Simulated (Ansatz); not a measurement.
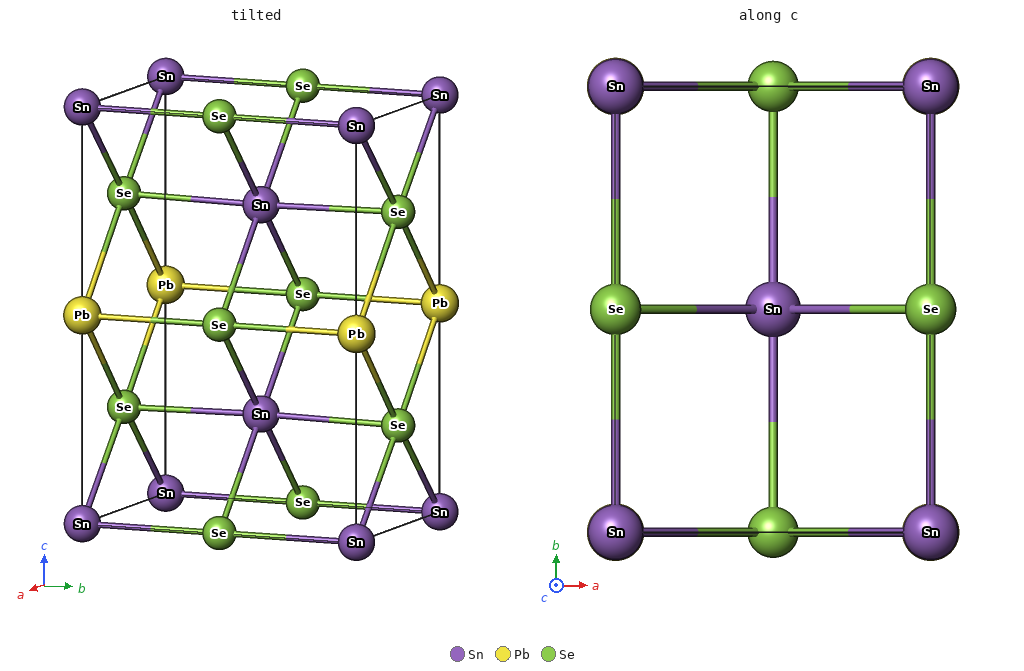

The crystal in a ball-and-stick representation, seen slightly off an axis and along the c axis. The wireframe shows the conventional unit cell.

Sn3PbSe4, space group Pmmm (No. 47), a = 4.313 Å, b = 6.102 Å, c = 8.630 Å, α = 90.00°, β = 90.00°, γ = 90.00°. Its origin is a structure type filled with these elements by a generator (whether the compound takes this form wasn't checked). Earlier steps of the study, as a rule a relaxation of our own, may have changed the cell and positions, so they can lie some per cent off the listed ones. It was run through Ansatz as a DFT input.

This one geometry was computed with Ansatz (DFT, plane waves, PAW) at three levels of theory: r2SCAN, PBE and PBE with spin-orbit coupling.

**How does the band gap change with the level of theory?**

r2SCAN: a metal; PBE: a metal; PBE with spin-orbit coupling: a gap of 0.07 eV, direct.

**Collect the results in a table.**

| level | cutoff (eV) | k-mesh of the run's cell | gap (eV) | pressure (GPa) |
| --- | --- | --- | --- | --- |
| r2SCAN | 500 | 8×6×4 | metal | -1.0 |
| PBE | 420 | 8×6×4 | metal | 0.0 |
| PBE with spin-orbit coupling | 420 | 8×6×4 | 0.07 | -0.1 |

Gaps are taken on the k-mesh or band path of each run.
